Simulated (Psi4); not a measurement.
# UBLYP/def2-TZVP run of BCl2 (SMILES Cl[B]Cl)

Aim: the vertical ionisation energy of BCl2 at UBLYP/def2-TZVP, from 2 runs. 

The calculation is run with Psi4 1.11.

### Step 1. The structure to begin with

BCl2: 3 atoms, total charge 0, spin state doublet. As SMILES, `Cl[B]Cl`. The coordinates come from a PBE0-D4/def2-TZVP relaxation.

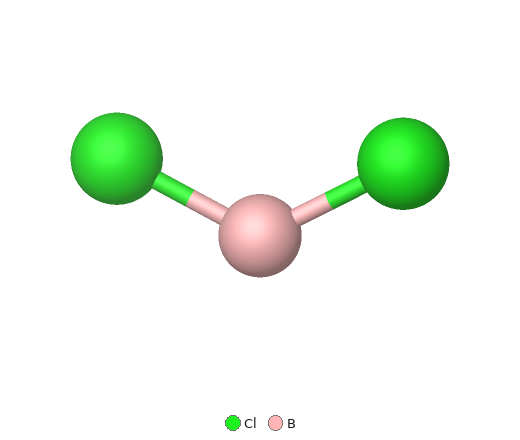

The structure, seen from a chosen angle (chlorine green, boron pink).

### Step 2. A single-point energy at UBLYP/def2-TZVP

calc.py reads:

```python
import psi4

psi4.set_memory(1600000000)
psi4.set_num_threads(1)
psi4.set_output_file('run.log', False)

m = psi4.geometry("""
0 2
Cl     0.371500    -1.525600     0.030000
B     -0.463900    -0.050300    -0.256900
Cl     0.081500     1.511100     0.213700
symmetry c1
""")

psi4.set_options({
    'basis': 'def2-TZVP',
    'reference': 'uks',
    'puream': True,
    'e_convergence': 1e-09,
    'd_convergence': 1e-08,
    'scf_type': 'pk',
    'dft_radial_points': 99,
    'dft_spherical_points': 590,
    'maxiter': 100,
})

result, w = psi4.energy("blyp", molecule=m, return_wfn=True)
print(f'blyp energy: {result:.10f} Eh')
for k, v in sorted(psi4.core.scalar_variables().items()):
    print(f'{k:45s} {v:18.10f}')
```

Started as:

```
python calc.py
```

run.log:

```text
[...]
  Running in c1 symmetry.
[...]
  Nuclear repulsion =  102.359078461763858
[...]
  Multiplicity = 2
[...]
  Nalpha       = 20
  Nbeta        = 19
[...]
    Number of basis functions: 105
[...]
   @UKS iter   1:  -945.13417437499140    4.02165e-02   5.36732e-03 ADIIS/DIIS
[...]
   @UKS iter  12:  -945.27246136816086   -1.42109e-11   3.91110e-09 DIIS
[...]
   @S^2 Observed:                7.522774493E-01
[...]
    Orbital Energies [Eh]
    ---------------------
    Alpha Occupied:
       1A   -100.749175     2A   -100.749167     3A     -9.198919
       4A     -9.198910     5A     -7.026945     6A     -7.026936
       7A     -7.022157     8A     -7.022149     9A     -7.020411
      10A     -7.020402    11A     -6.638116    12A     -0.803138
      13A     -0.774976    14A     -0.466367    15A     -0.402312
      16A     -0.350870    17A     -0.349993    18A     -0.309277
      19A     -0.296863    20A     -0.180318
    Alpha Virtual:
      21A     -0.097975    22A      0.030469    23A      0.040685
      24A      0.064841    25A      0.101880    26A      0.102165
[...]
  @UKS Final Energy:  -945.27246136816086
   => Energetics <=
    Nuclear Repulsion Energy =            102.3590784617638576
    One-Electron Energy =               -1507.1763479596752404
    Two-Electron Energy =                 520.0890022397832126
    DFT Exchange-Correlation Energy =     -60.5441941100326559
    Empirical Dispersion Energy =           0.0000000000000000
    VV10 Nonlocal Energy =                  0.0000000000000000
    Total Energy =                       -945.2724613681608616
[...]
 Multipole Moments:
 ------------------------------------------------------------------------------------
     Multipole            Electronic (a.u.)      Nuclear  (a.u.)        Total (a.u.)
 ------------------------------------------------------------------------------------
 L = 1.  Multiply by 2.5417464519 to convert [e a0] to [Debye]
 Dipole X            :         -0.2866540            0.4527417            0.1660877
 Dipole Y            :         -0.0158549            0.0248715            0.0090166
 Dipole Z            :         -0.0000000           -0.0000000           -0.0000000
 Magnitude           :                                                    0.1663322
[...]
```

The script printed:

```text
blyp energy: -945.2724613682 Eh
CURRENT ENERGY                                   -945.2724613682
CURRENT REFERENCE ENERGY                         -945.2724613682
DD SOLVATION ENERGY                                 0.0000000000
DFT FUNCTIONAL TOTAL ENERGY                      -945.2724613682
DFT TOTAL ENERGY                                 -945.2724613682
DFT VV10 ENERGY                                     0.0000000000
DFT XC ENERGY                                     -60.5441941100
GRID ELECTRONS ALPHA                               19.9999999501
GRID ELECTRONS BETA                                18.9999999572
GRID ELECTRONS TOTAL                               38.9999999073
NUCLEAR REPULSION ENERGY                          102.3590784618
ONE-ELECTRON ENERGY                             -1507.1763479597
PCM POLARIZATION ENERGY                             0.0000000000
PE ENERGY                                           0.0000000000
SCF ITERATION ENERGY                             -945.2724613682
SCF ITERATIONS                                     12.0000000000
SCF TOTAL ENERGY                                 -945.2724613682
TWO-ELECTRON ENERGY                               520.0890022398
XC GRID RADIAL POINTS                              99.0000000000
XC GRID SPHERICAL POINTS                          590.0000000000
XC GRID TOTAL POINTS                           166081.0000000000
```

It took 8.1 s on 1 thread of Intel Xeon 6975P-C (Granite Rapids), shared host; peak memory 0.65 GiB.

### Step 3. The singlet cation: energy and forces at BLYP/def2-TZVP

run.py reads:

```python
import psi4

psi4.set_memory(1600000000)
psi4.set_num_threads(1)
psi4.core.set_output_file('bcl2.out', False)

mol = psi4.geometry("""
1 1
Cl     0.371500    -1.525600     0.030000
B     -0.463900    -0.050300    -0.256900
Cl     0.081500     1.511100     0.213700
symmetry c1
""")

psi4.set_options({
    'basis': 'def2-TZVP',
    'puream': True,
    'e_convergence': 1e-09,
    'd_convergence': 1e-08,
    'scf_type': 'pk',
    'dft_radial_points': 99,
    'dft_spherical_points': 590,
})

energy_value, wavefunction = psi4.gradient('blyp', return_wfn=True)
psi4.oeprop(wavefunction, 'MULLIKEN_CHARGES', 'MAYER_INDICES', 'DIPOLE', title='BLYP')
print('gradient / Eh bohr^-1')
print(energy_value.np.round(6))
print(f'energy = {wavefunction.energy():.10f} Eh')
```

Started as:

```
python run.py
```

bcl2.out:

```text
[...]
  Running in c1 symmetry.
[...]
  Nuclear repulsion =  102.359078461763858
[...]
  Multiplicity = 1
[...]
  Nalpha       = 19
  Nbeta        = 19
[...]
    Number of basis functions: 105
[...]
   @RKS iter   1:  -944.91820880949933    2.56182e-01   3.84233e-03 DIIS/ADIIS
[...]
   @RKS iter  11:  -944.96260565812690   -2.16005e-12   1.60572e-09 DIIS
[...]
    Orbital Energies [Eh]
    ---------------------
    Doubly Occupied:
       1A   -101.024652     2A   -101.024645     3A     -9.470301
       4A     -9.470293     5A     -7.300064     6A     -7.300056
       7A     -7.292612     8A     -7.292604     9A     -7.291920
      10A     -7.291911    11A     -6.964087    12A     -1.059828
      13A     -1.031430    14A     -0.720696    15A     -0.660372
      16A     -0.600031    17A     -0.598578    18A     -0.553139
      19A     -0.542568
[...]
  @RKS Final Energy:  -944.96260565812690
   => Energetics <=
    Nuclear Repulsion Energy =            102.3590784617638576
    One-Electron Energy =               -1496.7922922813293098
    Two-Electron Energy =                 509.6697712842488954
    DFT Exchange-Correlation Energy =     -60.1991631228103401
    Empirical Dispersion Energy =           0.0000000000000000
    VV10 Nonlocal Energy =                  0.0000000000000000
    Total Energy =                       -944.9626056581269040
[...]
  -Total Gradient:
     Atom            X                  Y                   Z
    ------   -----------------  -----------------  -----------------
       1        0.043018366381    -0.016688803178     0.000000000000
       2       -0.083963997495    -0.004628237300     0.000000000000
       3        0.040940025767     0.021316730888    -0.000000000000
[...]
 Multipole Moments:
 ------------------------------------------------------------------------------------
     Multipole            Electronic (a.u.)      Nuclear  (a.u.)        Total (a.u.)
 ------------------------------------------------------------------------------------
 L = 1.  Multiply by 2.5417464519 to convert [e a0] to [Debye]
 Dipole X            :         -1.0183360            0.4527417           -0.5655943
 Dipole Y            :         -0.0560184            0.0248715           -0.0311469
 Dipole Z            :         -0.0000000           -0.0000000           -0.0000000
 Magnitude           :                                                    0.5664512
[...]
  Mulliken Charges: (a.u.)
   Center  Symbol    Alpha    Beta     Spin     Total
       1    CL     8.35842  8.35842  0.00000  0.28316
       2     B     2.28314  2.28314  0.00000  0.43372
       3    CL     8.35844  8.35844  0.00000  0.28312
   Total alpha = 19.00000, Total beta = 19.00000, Total charge =  1.00000
  Mayer Bond Indices:
[...]
```

Standard output:

```text
gradient / Eh bohr^-1
[[ 0.043018 -0.016689  0.      ]
 [-0.083964 -0.004628  0.      ]
 [ 0.04094   0.021317 -0.      ]]
energy = -944.9626056581 Eh
```

Run time: 9.9 s. Hardware: 1 thread of Intel Xeon 6975P-C (Granite Rapids), shared host; peak memory 0.65 GiB.

### Step 4. Summary of results

At UBLYP/def2-TZVP:

| quantity | value |
| --- | --- |
| doublet BCl2: total energy | -945.27246 Eh |
| doublet BCl2: dipole moment | 0.42 D |
| doublet BCl2: HOMO energy (highest over α and β) | -4.91 eV |
| doublet BCl2: LUMO energy (lowest over α and β) | -3.04 eV |
| doublet BCl2: ⟨S²⟩ | 0.752 |
| singlet cation: total energy | -944.96261 Eh |
| singlet cation: HOMO energy | -14.76 eV |
| singlet cation: LUMO energy | -11.75 eV |
| singlet cation: HOMO–LUMO gap | 3.01 eV |
| singlet cation: largest force on an atom | 4.324 eV/Å |
| vertical ionisation energy (to the singlet cation) | 8.432 eV |

Removing an electron at fixed nuclei costs 8.43 eV (814 kJ/mol). Only the singlet of the ionised species was computed; a triplet could lie lower.
